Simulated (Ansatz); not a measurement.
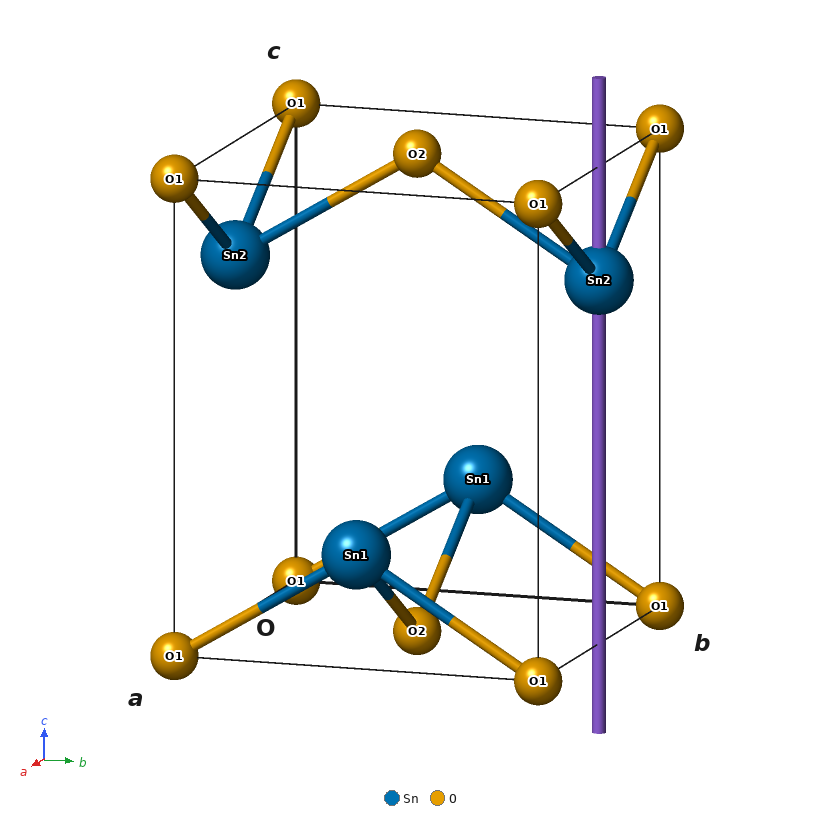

For SnO, a calculation's input that goes back to an entry of the Crystallography Open Database (an earlier step may have relaxed or displaced it): the coloured rod is the axis of a symmetry operation of the crystal. The drawing is computed from the coordinates (standard cell, symmetry found to 0.002 Å).

a = 3.802 Å, b = 3.802 Å, c = 4.836 Å, α = 90.00°, β = 90.00°, γ = 90.00°.

```tsv
atom	x	y	z
Sn1	0.0000	0.5000	0.2385
Sn2	0.5000	0.0000	0.7615
O1	0.0000	0.0000	0.0000
O2	0.5000	0.5000	0.0000
```

Take the operation x, y, z → y−1/2, −x+3/2, z.

What kind of operation is it, and where does it lie?

It is a 4-fold rotation, about the line along [0 0 1] through (1/2, 1, 1/2).

Onto which atom does it carry each atom (up to whole multiples of a, b and c)?

Sn1 → Sn1, Sn2 → Sn2, O1 → O2, O2 → O1.

What is the crystal's space group?

P4/nmm (No. 129, origin choice 1).
